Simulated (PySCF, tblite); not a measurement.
**C₃H₁₁NO₂Si₂: geometry, infrared bands and NMR shifts**

Wanted: the infrared bands and NMR shifts of C₃H₁₁NO₂Si₂ (`N[Si@H](C[SiH3])COC=O`), by calculation.

Computed with tblite 0.8.0 and PySCF 2.14.0, with density-fitted response routines of our own, on a single molecule in the gas phase. Atoms are numbered from 0 throughout.

### Step 1. The starting structure

19 atoms, charge 0, multiplicity 1; geometry from: force field or distance geometry start.

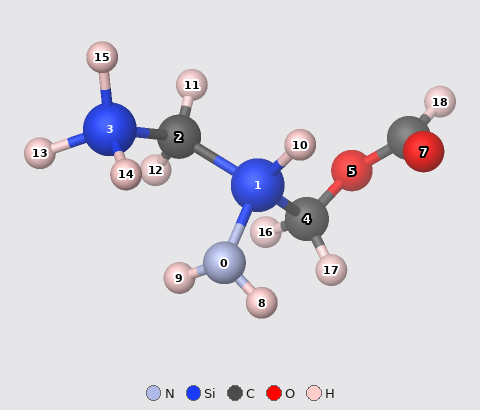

As it starts; nitrogen light blue, silicon blue, carbon dark grey, oxygen red, hydrogen pink, atoms numbered.

### Step 2. Optimising the geometry with GFN2-xTB

What the job is given:

```
{"job": {"kind": "relax", "xc": "GFN2-xTB", "basis": "xTB"}, "charge": 0, "multiplicity": 1}
N     -1.170800    -1.321300     1.199700
Si    -0.000700    -0.089800     0.609100
C     -0.826300     0.760100    -0.811800
Si    -2.586200     1.238900    -0.384000
C      1.428500    -1.064800    -0.052700
O      2.598500    -0.341300    -0.265100
C      3.306700     0.328100     0.721900
O      2.898300     0.311600     1.926800
H     -0.687300    -2.095200     1.683400
H     -1.657300    -1.671800     0.323900
H      0.333800     0.805400     1.705000
H     -0.251000     1.612500    -1.204600
H     -0.906000     0.003400    -1.615900
H     -3.548800     0.772400    -1.398600
H     -3.039200     0.628600     0.892600
H     -2.755400     2.682000    -0.235400
H      1.116600    -1.425200    -1.076600
H      1.533600    -1.974600     0.573600
H      4.203000     0.850000     0.431600
```

Started as:

```sh
> OMP_NUM_THREADS=1 python probes_run.py task.json out
```

This one command runs all jobs of the session in turn.

**Question.** This job is followed by: GFN2-xTB harmonic vibrations, gas phase; GIAO PBE0/pcSseg-1 NMR shielding, non-relativistic, gas phase. Predict these results of the whole session: strongest single infrared mode (GFN2-xTB); zero-point energy (GFN2-xTB); 13C shifts against TMS (PBE0/pcSseg-1); 1H shifts against TMS (PBE0/pcSseg-1, means over atoms taken as alike); 15N shifts against NH3 (PBE0/pcSseg-1); 29Si shifts against TMS (PBE0/pcSseg-1); 17O shifts against H2O (PBE0/pcSseg-1); surface potential, least and greatest.

The runs gave:

| quantity | value |
| --- | --- |
| strongest single infrared mode (GFN2-xTB) | 1758 cm⁻¹, 449 km/mol |
| zero-point energy (GFN2-xTB) | 85.3 kcal/mol |
| 13C shifts against TMS (PBE0/pcSseg-1) | 169.2, 64.1, -7.7 ppm |
| 1H shifts against TMS (PBE0/pcSseg-1, means over atoms taken as alike) | 8.10, 5.01, 3.95, 3.76, 3.74, 1.05, -0.22, -0.57 ppm |
| 15N shifts against NH3 (PBE0/pcSseg-1) | 22.1 ppm |
| 29Si shifts against TMS (PBE0/pcSseg-1) | -19.3, -77.7 ppm |
| 17O shifts against H2O (PBE0/pcSseg-1) | 423.7, 207.5 ppm |
| surface potential, least and greatest | -1.33 V and 1.20 V |

In words: Relaxing lowered the energy by 1.219 eV in 221 steps; the close pair that moved most is O5–C6, from 1.387 to 1.301 Å. All 51 modes are real, so the xTB geometry is a minimum. The strongest single mode, at 1758 cm⁻¹, moves mainly C6 and O7. Unscaled tight-binding wavenumbers are off by several per cent, some by more. Its intensities can rank the bands wrongly. At PBE0/pcSseg-1: The largest span, 646 ppm, is at O7, where the paramagnetic term is -494 ppm.
